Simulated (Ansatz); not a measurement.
CH7GaO

| atom | x (Å) | y (Å) | z (Å) |
| --- | --- | --- | --- |
| Ga | 0.3232 | -1.6319 | -0.1262 |
| H | 1.7461 | -1.9496 | -0.7168 |
| H | -0.9646 | -1.9191 | -0.9771 |
| H | 0.1702 | -1.5603 | 1.4437 |
| H | 1.3184 | 0.7950 | -0.2514 |
| O | 0.4305 | 0.4727 | -0.4653 |
| C | -0.5551 | 1.2985 | 0.1627 |
| H | -0.4738 | 1.2582 | 1.2613 |
| H | -0.4627 | 2.3365 | -0.1921 |
| H | -1.5323 | 0.8998 | -0.1388 |

All numbers below come from RKS r2SCAN-D4/def2-SVP (Ansatz).

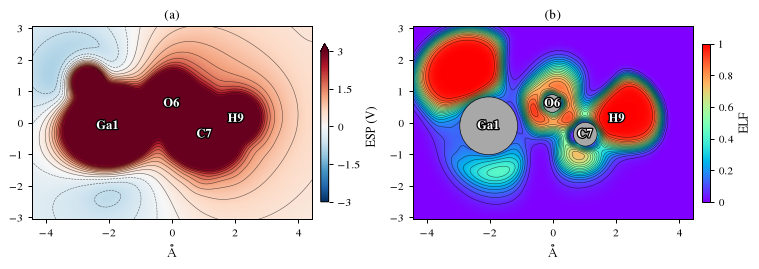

Figure 1. (a) electrostatic potential; (b) ELF on the plane of atoms Ga1, O6 and C7. Grey discs cover the atomic cores in the ELF map.

Describe what can be read from this map.

Atoms in the plane: Ga, O, C and H. C–O (1.43 Å): the ELF peaks at about 0.90 between the atoms (a shared but strongly polarised pair). Ga–O (2.13 Å): the ELF peaks at about 0.95 in the valence shell of O, 0.6 Å from its nucleus, and is about 0.15 at the midpoint. C–H (1.10 Å): the ELF climbs to about 1 towards the hydrogen, as it does in any bond to H (an ordinary covalent bond to hydrogen). Outside the dense part of the molecule the potential is most negative (−0.9 V) near H2, which lies off the plane.

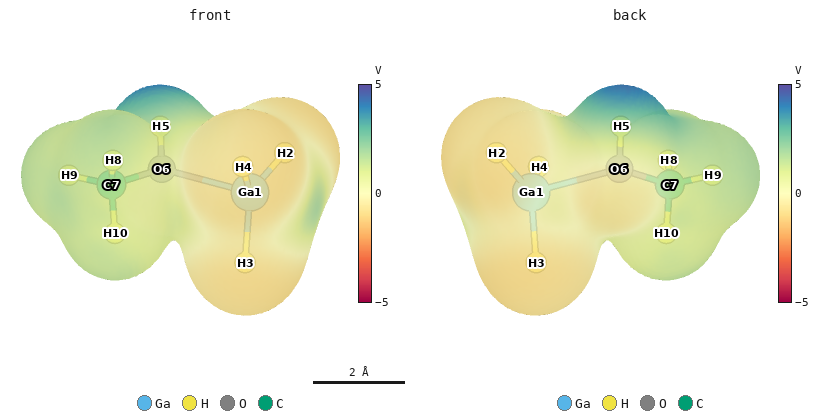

Figure 2. The molecular electrostatic potential painted on the density surface at 0.004 e/bohr³, seen from the front and from behind; red is negative and blue positive.

Describe the electrostatic potential map.

The most negative region (about −1.0 V) lies over H2 and H3, the most positive (about +4.2 V) over H5.

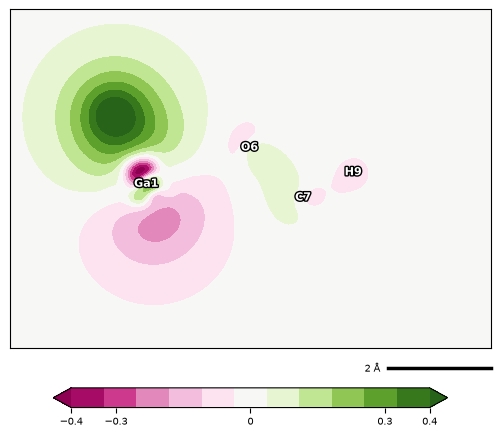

Figure 3. The HOMO−1 on the plane of atoms Ga1, O6 and C7 (values in Å⁻³ᐟ²; the overall sign is arbitrary).

Describe this orbital and give its energy.

It lies mainly on Ga1 (about 40 %), H2 (about 35 %) and H3 (about 20 %). Its energy is −6.74 eV.

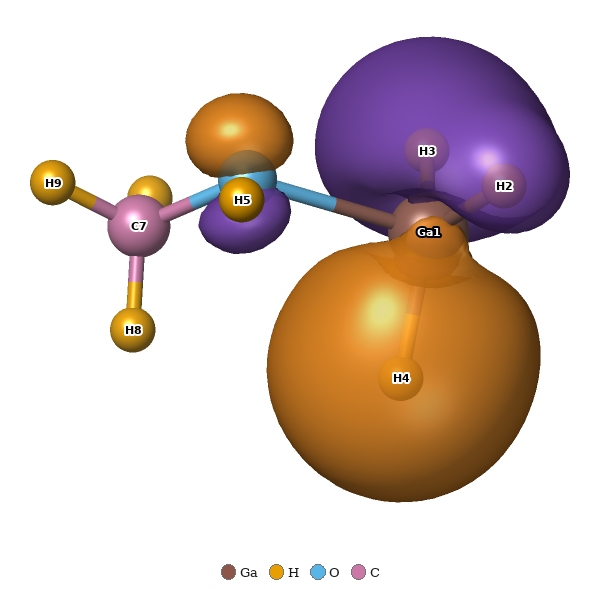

Figure 4. The HOMO at ±0.08 Å⁻³ᐟ² (orange and purple are the two phases), seen from one side.

Where does this orbital lie, and at what energy?

By Hirshfeld shares it lies mainly on H4 (about 35 %), Ga1 (about 35 %) and H3 (about 20 %). Its energy is −6.60 eV.
